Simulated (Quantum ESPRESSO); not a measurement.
# SrMn2As2: non-collinear starts

Aim: see whether a non-collinear arrangement of the moments of SrMn2As2 lies under the collinear ones.

Method: LDA; plane waves with GBRV 1.5 LDA potentials, no spin-orbit coupling, in Quantum ESPRESSO 7.5.

## (1) The starting structure

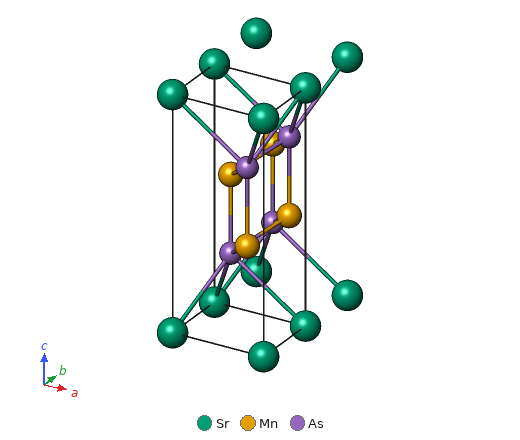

The starting structure, seen slightly off an axis (strontium teal, manganese orange, arsenic purple). 1×2×1 cells are drawn. Bonds to atoms that aren't drawn are left out. Some periodic images of atoms are drawn too.

As a file:

```cif
data_structure
_symmetry_space_group_name_H-M 'P 1'
_symmetry_Int_Tables_number 1
_cell_length_a 4.0763
_cell_length_b 4.0763
_cell_length_c 7.3515
_cell_angle_alpha 90.000
_cell_angle_beta 90.000
_cell_angle_gamma 120.000
_cell_volume 105.79
loop_
_atom_site_label
_atom_site_type_symbol
_atom_site_fract_x
_atom_site_fract_y
_atom_site_fract_z
_atom_site_occupancy
Sr1 Sr 0.00000 0.00000 0.00000 1
Mn2 Mn 0.66667 0.33333 0.38768 1
Mn3 Mn 0.33333 0.66667 0.61232 1
As4 As 0.66667 0.33333 0.71796 1
As5 As 0.33333 0.66667 0.28204 1
```

The cell comes from Materials Project 2023-11-01, a database of computed structures, and need not be the stable phase.

## (2) Start 1: collinear parallel

pw.in reads:

```
&CONTROL
  calculation = 'scf'
  prefix = 'pwscf'
  outdir = './tmp'
  pseudo_dir = './pseudo'
  disk_io = 'nowf'
/
&SYSTEM
  ibrav = 0
  nat = 5
  ntyp = 3
  ecutwfc = 34
  ecutrho = 238
  nbnd = 68
  occupations = 'smearing'
  smearing = 'fd'
  degauss = 0.00999582
  noncolin = .true.
  starting_magnetization(1) = 0
  starting_magnetization(2) = 0.2333
  angle1(2) = 0
  angle2(2) = 0
  starting_magnetization(3) = 0
/
&ELECTRONS
  conv_thr = 5d-08
  electron_maxstep = 150
  mixing_beta = 0.3
/
ATOMIC_SPECIES
Sr     87.6200 sr_lda_v1.uspp.F.UPF
Mn     54.9380 mn_lda_v1.5.uspp.F.UPF
As     74.9216 as_lda_v1.uspp.F.UPF
CELL_PARAMETERS bohr
   7.7031094766    0.0000000000    0.0000000000
  -3.8515547384    6.6710884949    0.0000000000
   0.0000000000    0.0000000000   13.8922592442
ATOMIC_POSITIONS crystal
Sr      0.0000000000    0.0000000000    0.0000000000
Mn      0.6666666700    0.3333333300    0.3876830000
Mn      0.3333333300    0.6666666700    0.6123170000
As      0.6666666700    0.3333333300    0.7179570000
As      0.3333333300    0.6666666700    0.2820430000
K_POINTS automatic
5 5 3 0 0 0
```

On the command line:

```bash
> OMP_NUM_THREADS=1 mpirun -n 4 pw.x -nk 4 -in pw.in > pw.out
```

Log:

```text
Program PWSCF v.7.5 starts

     Message from routine setup:
     using ibrav=0 with symmetry is DISCOURAGED, use correct ibrav instead

     K-points division:     npool     =       4
     Subspace diagonalization in iterative solution of the eigenvalue problem:

     bravais-lattice index     =            0
     lattice parameter (alat)  =       7.7031  a.u.
     unit-cell volume          =     713.8972 (a.u.)^3
     number of atoms/cell      =            5
     number of atomic types    =            3
     number of electrons       =        50.00
     number of Kohn-Sham states=           68
     kinetic-energy cutoff     =      34.0000  Ry
     charge density cutoff     =     238.0000  Ry
     scf convergence threshold =      5.0E-08
     mixing beta               =       0.3000
     number of iterations used =            8  plain     mixing
     Exchange-correlation= SLA  PZ   NOGX NOGC
                           (   1   1   0   0   0   0   0)
     Noncollinear calculation without spin-orbit

     celldm(1)=   7.703109  celldm(2)=   0.000000  celldm(3)=   0.000000
     celldm(4)=   0.000000  celldm(5)=   0.000000  celldm(6)=   0.000000

     crystal axes: (cart. coord. in units of alat)
               a(1) = (   1.000000   0.000000   0.000000 )
               a(2) = (  -0.500000   0.866025   0.000000 )
               a(3) = (   0.000000   0.000000   1.803461 )

     reciprocal axes: (cart. coord. in units 2 pi/alat)
               b(1) = (  1.000000  0.577350 -0.000000 )
               b(2) = (  0.000000  1.154701  0.000000 )
               b(3) = (  0.000000 -0.000000  0.554489 )

     PseudoPot. # 1 for Sr read from file:
     sr_lda_v1.uspp.F.UPF
     Pseudo is Ultrasoft + core correction, Zval = 10.0

     PseudoPot. # 2 for Mn read from file:
     mn_lda_v1.5.uspp.F.UPF
     Pseudo is Ultrasoft + core correction, Zval = 15.0

     PseudoPot. # 3 for As read from file:
     as_lda_v1.uspp.F.UPF
     Pseudo is Ultrasoft + core correction, Zval =  5.0

     atomic species   valence    mass     pseudopotential
     Sr               10.00    87.62000     Sr( 1.00)
     Mn               15.00    54.93800     Mn( 1.00)
     As                5.00    74.92160     As( 1.00)

     12 Sym. Ops., with inversion, found

   Cartesian axes

     site n.     atom                  positions (alat units)
         1        Sr     tau(   1) = (   0.0000000   0.0000000   0.0000000  )
         2        Mn     tau(   2) = (   0.5000000   0.2886751   0.6991713  )
         3        Mn     tau(   3) = (  -0.0000000   0.5773503   1.1042900  )
         4        As     tau(   4) = (   0.5000000   0.2886751   1.2948076  )
         5        As     tau(   5) = (  -0.0000000   0.5773503   0.5086536  )

     number of k points=    12  Fermi-Dirac smearing, width (Ry)=  0.0100
                       cart. coord. in units 2pi/alat
        k(    1) = (   0.0000000   0.0000000   0.0000000), wk =   0.0133333
        k(    2) = (   0.0000000   0.0000000   0.1848298), wk =   0.0266667
        k(    3) = (   0.0000000   0.2309401   0.0000000), wk =   0.0800000
        k(    4) = (   0.0000000   0.2309401   0.1848298), wk =   0.0800000
        k(    5) = (   0.0000000   0.4618802   0.0000000), wk =   0.0800000
        [... 7 further k-points ...]

     Dense  grid:    44223 G-vectors     FFT dimensions: (  40,  40,  72)

     Smooth grid:    19173 G-vectors     FFT dimensions: (  30,  30,  54)

     Check: negative core charge=   -0.000012
     Generating pointlists ...
     new r_m :   0.3174 (alat units)  2.4450 (a.u.) for type    1
     new r_m :   0.2457 (alat units)  1.8927 (a.u.) for type    2
     new r_m :   0.2457 (alat units)  1.8927 (a.u.) for type    3

     Initial potential from superposition of free atoms

     starting charge      48.9724, renormalised to      50.0000

     negative rho (up, down):  6.622E-02 0.000E+00

 ==============================================================================
     atom number    1 relative position :    0.0000   0.0000   0.0000
     charge :     8.515364  (integrated on a sphere of radius 0.317)
     magnetization :          0.000000    0.000000    0.005475
     magnetization/charge:    0.000000    0.000000    0.000643
     polar coord.: r, theta, phi [deg] :     0.005475    0.000000  360.000000

 ==============================================================================

 ==============================================================================
     atom number    2 relative position :    0.5000   0.2887   0.6992
     charge :    13.283343  (integrated on a sphere of radius 0.246)
     magnetization :          0.000000    0.000000    3.041686
     magnetization/charge:    0.000000    0.000000    0.228985
     polar coord.: r, theta, phi [deg] :     3.041686    0.000000  360.000000

 ==============================================================================

 ==============================================================================
     atom number    3 relative position :   -0.0000   0.5774   1.1043
     charge :    13.283343  (integrated on a sphere of radius 0.246)
     magnetization :          0.000000    0.000000    3.041686
     magnetization/charge:    0.000000    0.000000    0.228985
     polar coord.: r, theta, phi [deg] :     3.041686    0.000000  360.000000

 ==============================================================================

 ==============================================================================
     atom number    4 relative position :    0.5000   0.2887   1.2948
     charge :     2.696036  (integrated on a sphere of radius 0.246)
     magnetization :          0.000000    0.000000    0.036627
     magnetization/charge:    0.000000    0.000000    0.013585
     polar coord.: r, theta, phi [deg] :     0.036627    0.000000  360.000000

 ==============================================================================

 ==============================================================================
     atom number    5 relative position :   -0.0000   0.5774   0.5087
     charge :     2.696036  (integrated on a sphere of radius 0.246)
     magnetization :          0.000000    0.000000    0.036627
     magnetization/charge:    0.000000    0.000000    0.013585
     polar coord.: r, theta, phi [deg] :     0.036627    0.000000  360.000000

 ==============================================================================
     Starting wfcs are   94 randomized atomic wfcs

     Self-consistent Calculation

     iteration #  1     ecut=    34.00 Ry     beta= 0.30
     Davidson diagonalization with overlap
     ethr =  1.00E-02,  avg # of iterations =  2.2

     negative rho (up, down):  6.582E-02 0.000E+00

     total energy              =    -572.07798899 Ry
     estimated scf accuracy    <       1.30536356 Ry

     total magnetization       =    -0.00    -0.00     5.69 Bohr mag/cell
     absolute magnetization    =     5.93 Bohr mag/cell

     iteration #  2     ecut=    34.00 Ry     beta= 0.30
     Davidson diagonalization with overlap
     ethr =  2.61E-03,  avg # of iterations =  2.4

     negative rho (up, down):  6.584E-02 0.000E+00

     total energy              =    -572.17858183 Ry
     estimated scf accuracy    <       0.81255875 Ry

     total magnetization       =    -0.00     0.00     5.16 Bohr mag/cell
     absolute magnetization    =     5.83 Bohr mag/cell

     [... further iterations left out ...]

     iteration # 12     ecut=    34.00 Ry     beta= 0.30
     Davidson diagonalization with overlap
     ethr =  1.33E-09,  avg # of iterations =  5.5

     negative rho (up, down):  6.729E-02 0.000E+00

     total energy              =    -572.33373895 Ry
     estimated scf accuracy    <       0.00000026 Ry

     total magnetization       =     0.00    -0.00     5.38 Bohr mag/cell
     absolute magnetization    =     5.87 Bohr mag/cell

     iteration # 13     ecut=    34.00 Ry     beta= 0.30
     Davidson diagonalization with overlap
     ethr =  5.22E-10,  avg # of iterations =  2.2

     negative rho (up, down):  6.729E-02 0.000E+00

 ==============================================================================
     atom number    1 relative position :    0.0000   0.0000   0.0000
     charge :     8.145602  (integrated on a sphere of radius 0.317)
     magnetization :          0.000000    0.000000    0.002060
     magnetization/charge:    0.000000    0.000000    0.000253
     polar coord.: r, theta, phi [deg] :     0.002060    0.000000  360.000000

 ==============================================================================

 ==============================================================================
     atom number    2 relative position :    0.5000   0.2887   0.6992
     charge :    13.110516  (integrated on a sphere of radius 0.246)
     magnetization :          0.000000   -0.000000    2.557537
     magnetization/charge:    0.000000   -0.000000    0.195075
     polar coord.: r, theta, phi [deg] :     2.557537    0.000000  360.000000

 ==============================================================================

 ==============================================================================
     atom number    3 relative position :   -0.0000   0.5774   1.1043
     charge :    13.110516  (integrated on a sphere of radius 0.246)
     magnetization :          0.000000   -0.000000    2.557537
     magnetization/charge:    0.000000   -0.000000    0.195075
     polar coord.: r, theta, phi [deg] :     2.557537    0.000000  360.000000

 ==============================================================================

 ==============================================================================
     atom number    4 relative position :    0.5000   0.2887   1.2948
     charge :     2.706462  (integrated on a sphere of radius 0.246)
     magnetization :          0.000000   -0.000000   -0.077176
     magnetization/charge:    0.000000   -0.000000   -0.028516
     polar coord.: r, theta, phi [deg] :     0.077176  180.000000  360.000000

 ==============================================================================

 ==============================================================================
     atom number    5 relative position :   -0.0000   0.5774   0.5087
     charge :     2.706462  (integrated on a sphere of radius 0.246)
     magnetization :          0.000000   -0.000000   -0.077176
     magnetization/charge:    0.000000   -0.000000   -0.028516
     polar coord.: r, theta, phi [deg] :     0.077176  180.000000  360.000000

 ==============================================================================

     End of self-consistent calculation

     [... lines left out ...]
     the Fermi energy is     9.2889 ev

!    total energy              =    -572.33373903 Ry
     estimated scf accuracy    <       0.00000002 Ry
     smearing contrib. (-TS)   =      -0.02095600 Ry
     internal energy E=F+TS    =    -572.31278303 Ry

     The total energy is F=E-TS. E is the sum of the following terms:
     one-electron contribution =    -359.53436057 Ry
     hartree contribution      =     196.50232297 Ry
     xc contribution           =    -133.03757555 Ry
     ewald contribution        =    -276.24316988 Ry

     total magnetization       =     0.00     0.00     5.38 Bohr mag/cell
     absolute magnetization    =     5.87 Bohr mag/cell

     convergence has been achieved in  13 iterations

=------------------------------------------------------------------------------=
   JOB DONE.
=------------------------------------------------------------------------------=
```

Wall time 29 s (4 MPI ranks of Arm Neoverse V2, shared host); peak memory 0.61 GiB.

Spin moment in the atom's sphere by atom:

| atom | x (μB) | y (μB) | z (μB) | size |
| --- | --- | --- | --- | --- |
| Sr1 | 0.00 | 0.00 | 0.00 | 0.00 |
| Mn2 | 0.00 | 0.00 | 2.56 | 2.56 |
| Mn3 | 0.00 | 0.00 | 2.56 | 2.56 |
| As4 | 0.00 | 0.00 | -0.08 | 0.08 |
| As5 | 0.00 | 0.00 | -0.08 | 0.08 |

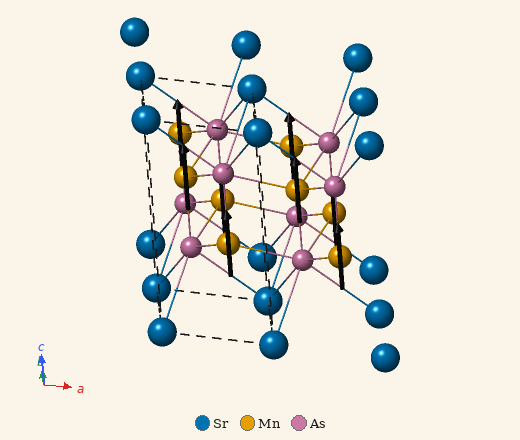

Spin moment in the atom's sphere as arrows, the longest 2.56 μB. Bonds to atoms that aren't drawn are left out. 2×2×1 cells are drawn. Some periodic images of atoms are drawn too.

Numbers from this step:

```yaml
smearing_term_ts: 0.2851 eV
magnetization: 0, 0, 5.385 μB
absolute_magnetization: 5.873 μB
final_state: ferromagnetic
```

## (3) Start 2: random 1

pw.in: that of step 2 with these lines changed.

```diff
@@ -10,3 +10,3 @@
   nat = 5
-  ntyp = 3
+  ntyp = 4
   ecutwfc = 34
@@ -19,6 +19,10 @@
   starting_magnetization(1) = 0
-  starting_magnetization(2) = 0.2333
-  angle1(2) = 0
-  angle2(2) = 0
-  starting_magnetization(3) = 0
+  starting_magnetization(2) = 0.2332
+  angle1(2) = 55.094
+  angle2(2) = 63.716
+  starting_magnetization(3) = 0.2333
+  angle1(3) = 36.871
+  angle2(3) = 3.344
+  starting_magnetization(4) = 0
+  nosym = .true.
 /
@@ -31,3 +35,4 @@
 Sr     87.6200 sr_lda_v1.uspp.F.UPF
-Mn     54.9380 mn_lda_v1.5.uspp.F.UPF
+Mn1    54.9380 mn_lda_v1.5.uspp.F.UPF
+Mn2    54.9380 mn_lda_v1.5.uspp.F.UPF
 As     74.9216 as_lda_v1.uspp.F.UPF
@@ -39,4 +44,4 @@
 Sr      0.0000000000    0.0000000000    0.0000000000
-Mn      0.6666666700    0.3333333300    0.3876830000
-Mn      0.3333333300    0.6666666700    0.6123170000
+Mn1     0.6666666700    0.3333333300    0.3876830000
+Mn2     0.3333333300    0.6666666700    0.6123170000
 As      0.6666666700    0.3333333300    0.7179570000
```

Log:

```text
     [... lines left out ...]
Program PWSCF v.7.5 starts
     [... lines left out ...]
     number of atoms/cell      =            5
     [... lines left out ...]
     number of electrons       =        50.00
     number of Kohn-Sham states=           68
     kinetic-energy cutoff     =      34.0000  Ry
     charge density cutoff     =     238.0000  Ry
     scf convergence threshold =      5.0E-08
     [... lines left out ...]
     Noncollinear calculation without spin-orbit
     [... lines left out ...]
     No symmetry found
     [... lines left out ...]
     number of k points=    75  Fermi-Dirac smearing, width (Ry)=  0.0100
     [... lines left out ...]
     iteration # 26     ecut=    34.00 Ry     beta= 0.30
     [... lines left out ...]
     atom number    1 relative position :    0.0000   0.0000   0.0000
     [... lines left out ...]
     magnetization :          0.001059    0.000871    0.001514
     [... lines left out ...]
     atom number    2 relative position :    0.5000   0.2887   0.6992
     [... lines left out ...]
     magnetization :          1.325750    1.089878    1.894115
     [... lines left out ...]
     atom number    3 relative position :   -0.0000   0.5774   1.1043
     [... lines left out ...]
     magnetization :          1.326912    1.090968    1.896034
     [... lines left out ...]
     atom number    4 relative position :    0.5000   0.2887   1.2948
     [... lines left out ...]
     magnetization :         -0.040011   -0.032895   -0.057170
     [... lines left out ...]
     atom number    5 relative position :   -0.0000   0.5774   0.5087
     [... lines left out ...]
     magnetization :         -0.040004   -0.032889   -0.057156
     [... lines left out ...]
     the Fermi energy is     9.2889 ev
!    total energy              =    -572.33373901 Ry
     estimated scf accuracy    <       0.00000003 Ry
     smearing contrib. (-TS)   =      -0.02095720 Ry
     [... lines left out ...]
     total magnetization       =     2.79     2.30     3.99 Bohr mag/cell
     absolute magnetization    =     5.87 Bohr mag/cell
     convergence has been achieved in  26 iterations
```

Wall time 4.9 min (4 MPI ranks); peak memory 0.92 GiB; 20 min of CPU time.

Spin moment in the atom's sphere by atom:

| atom | x (μB) | y (μB) | z (μB) | size |
| --- | --- | --- | --- | --- |
| Sr1 | 0.00 | 0.00 | 0.00 | 0.00 |
| Mn2 | 1.33 | 1.09 | 1.89 | 2.56 |
| Mn3 | 1.33 | 1.09 | 1.90 | 2.56 |
| As4 | -0.04 | -0.03 | -0.06 | 0.08 |
| As5 | -0.04 | -0.03 | -0.06 | 0.08 |

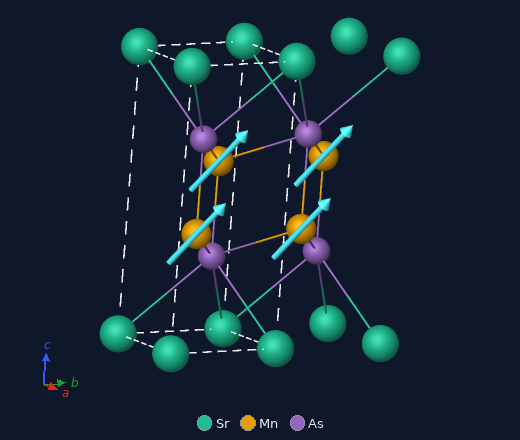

Spin moment in the atom's sphere as arrows, the longest 2.56 μB. Bonds to atoms that aren't drawn are left out. 1×2×1 cells are drawn. Some periodic images of atoms are drawn too.

Numbers from this step:

| Item | Value |
| --- | --- |
| smearing term TS | 0.2851 eV |
| magnetization | 2.793, 2.296, 3.99 μB |
| absolute magnetization | 5.872 μB |
| final state | ferromagnetic |

(Continued in part 2 of 2.)

[Logs and program files are shortened in this print: banners, set-up blocks, solver, clock and traceback lines can be left out without a mark of their own.]

[Logs are printed without paths, hosts, clocks, repeated set-up lines and the standing remarks that a program may print on its own settings, such as how far it seeks lower states.]

[Hosts, paths, dates, database ids (printed as entryN), source tags and the programs' standing remarks are cut or masked in the printed files.]

[Where a cell is said to come from a database of computed structures, the database is the Materials Project.]
